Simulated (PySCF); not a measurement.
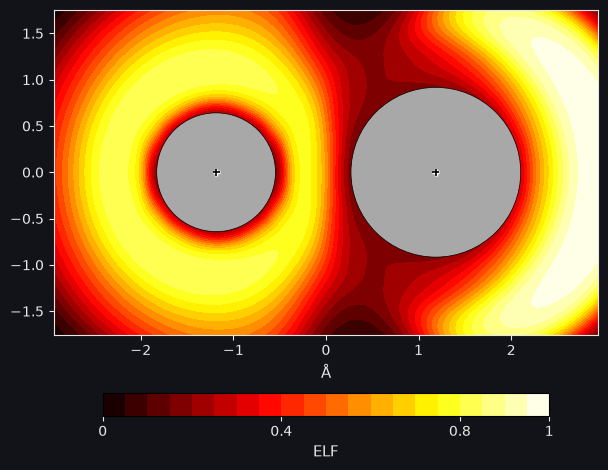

The ELF on a plane through atoms (crosses mark nuclei in the plane; grey discs cover the cores).

Computed with wB97X-D/def2-SVPD, SCF density, gas phase in PySCF 2.14.0.

Candidates:
A. GaBr (SMILES [Ga][Br])
B. C$_{6}$H$_{6}$BF$_{2}$N (SMILES Nc1ccc(B(F)F)cc1)

Q: Which candidate gave the map?

A: Candidate A: GaBr on a plane that holds the molecular axis, which holds Ga and Br. Ga–Br (2.37 Å): the ELF peaks at about 0.75 in the valence shell of Br, 0.9 Å from its nucleus, and is about 0.55 at the midpoint.
